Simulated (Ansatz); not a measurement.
**Br2ClIn (SMILES [Cl][In]([Br])[Br]): density, localisation and related maps**

Input file:

```
crystal:
  periodic: [false, false, false]
  atoms:
    - {symbol: Cl, position_ang: [-1.918364, -0.981535, 0.865525]}
    - {symbol: In, position_ang: [-0.018889, -0.009657, 0.008519]}
    - {symbol: Br, position_ang: [2.162814, -0.776119, 0.767664]}
    - {symbol: Br, position_ang: [-0.225550, 1.767312, -1.641708]}
basis:
  gaussian: {orbitals: def2-TZVPP}
hamiltonian: {xc: pbe0, dispersion: d4}
output: {orbitals: {seedname: orbitals}}
```

Launched as:

```sh
ansatz run in.yaml --threads 4 --pin off --events-out ev --progress --plain --max-ram 10444MiB
```

Geometry: PBE0-D4/def2-TZVP; core potentials replace the inner electrons of In.

Level of theory: Ansatz 0.2.0, RKS PBE0-D4/def2-TZVPP.

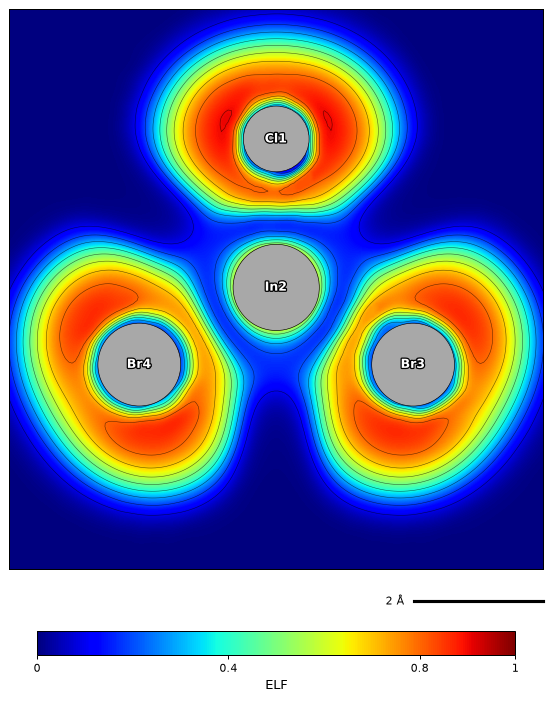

Figure 1. Electron localisation function on the molecular plane. Grey discs cover the atomic cores.

Question: Interpret the plot.

Answer: The plane passes through Cl, In and Br nuclei.
In–Cl (2.30 Å): the ELF peaks at about 0.80 in the valence shell of Cl, 0.8 Å from its nucleus, and drops to about 0.15 between the two atoms.
In–Br (2.43 Å): the ELF peaks at about 0.70 in the valence shell of Br, 1.0 Å from its nucleus, and drops to about 0.15 between the two atoms.
The ELF also peaks beside Br3, Br4 and Cl1, away from the bonds: lone-pair regions.

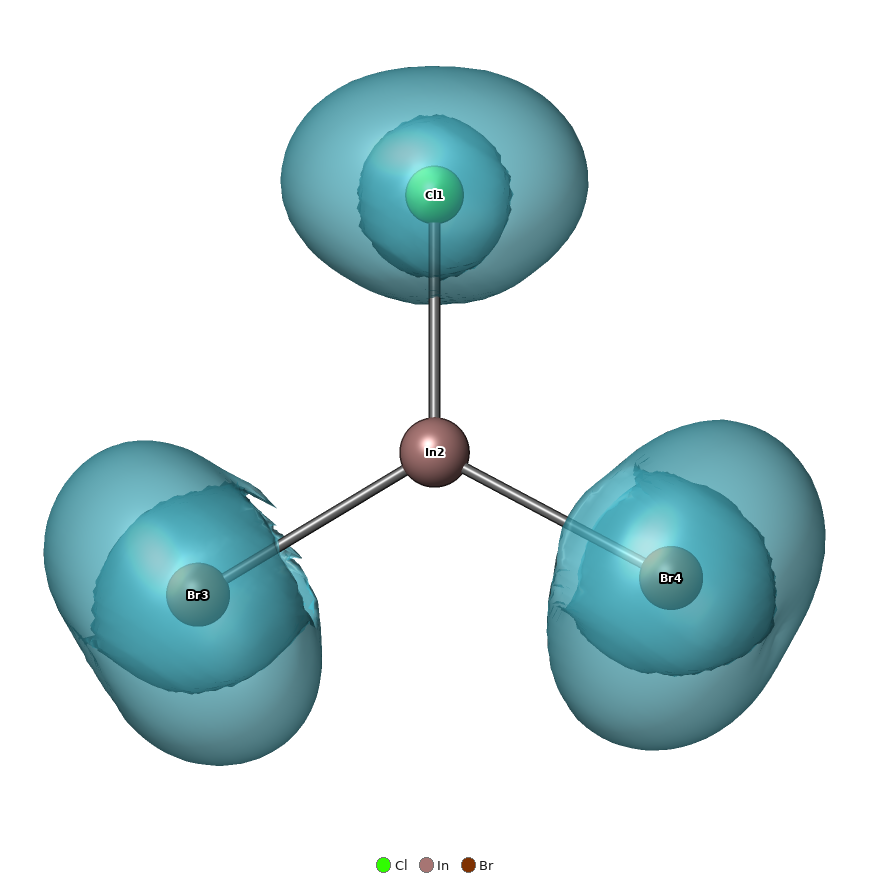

Figure 2. Isosurface of the electron localisation function at 0.75 (cyan), seen at an oblique angle. Only the valence region is drawn (cores and ρ < 0.01 e/Å³ removed).

Question: Identify the bonds, lone pairs and shells in this picture.

Answer: The ELF exceeds this value in two regions wrapped around Br (the valence shell of each) and one region wrapped around Cl (its valence shell).

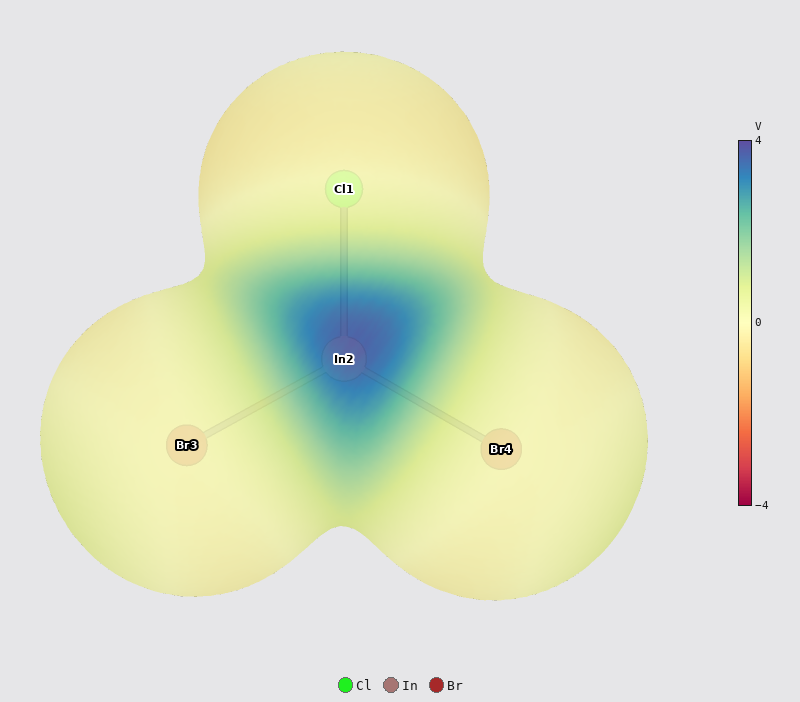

Figure 3. The molecular electrostatic potential painted on the density surface at 0.002 e/bohr³, seen across its widest extent; the colour scale runs from red (negative) to blue (positive).

Question: Describe the electrostatic potential map.

Answer: The most negative region (about −0.4 V) lies over Cl1, the most positive (about +3.7 V) over In2. Br3 shows a σ-hole: about +0.5 V at the tip opposite its bond, against about −0.1 V on its flanks. Br4 shows a σ-hole: about +0.5 V at the tip opposite its bond, against about −0.1 V on its flanks.

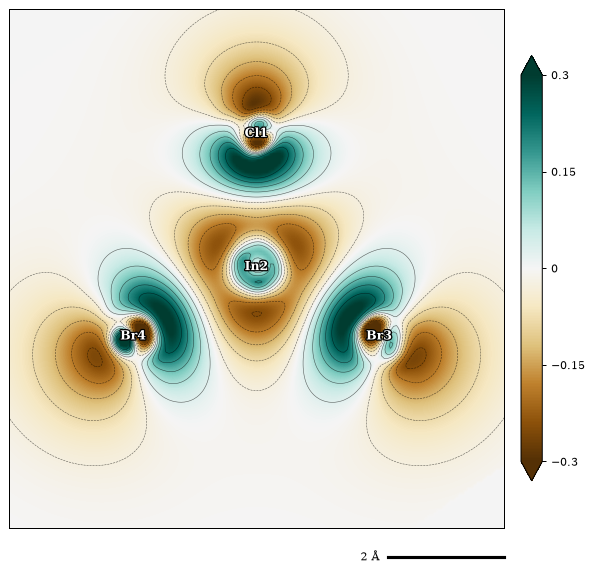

Figure 4. One frontier orbital on the molecular plane (values in Å⁻³ᐟ²; the overall sign is arbitrary).

Question: Which orbital is it: HOMO or LUMO?

Answer: The LUMO, at −2.95 eV. It lies mainly on In2 (about 45 %), Br3 (about 20 %), Br4 (about 20 %) and Cl1 (about 15 %); it is symmetric in the molecular plane (an in-plane orbital: σ, lone-pair or in-plane π type).
